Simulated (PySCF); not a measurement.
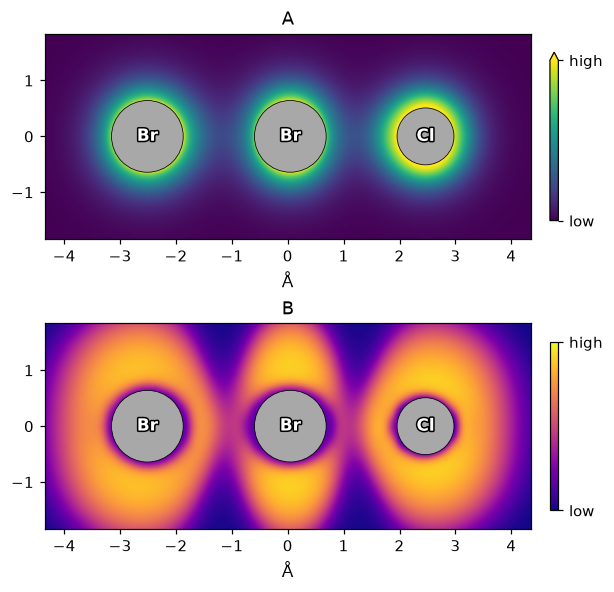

Br₂Cl (charge −1): 2 fields on a plane that holds the molecular axis, with unlabelled colour scales. Grey discs cover the atomic cores.

Geometry: PBE0-D3(BJ)/def2-TZVPD.

Level of theory: wB97M-D3(BJ)/def2-TZVPD, SCF density, gas phase in PySCF 2.14.0.

### Match the panels to the quantities (electron density and electron localisation function).

Panel A: electron density. Panel B: electron localisation function. From the grid: Br–Cl (2.42 Å): ρ at the midpoint is about 0.5 e/Å³; the ELF peaks at about 0.80 in the valence shell of Cl, 0.8 Å from its nucleus, and is about 0.50 at the midpoint. Br–Br (2.56 Å): ρ at the midpoint is about 0.45 e/Å³; the ELF peaks at about 0.75 in the valence shell of Br, 1.0 Å from its nucleus, and is about 0.55 at the midpoint.
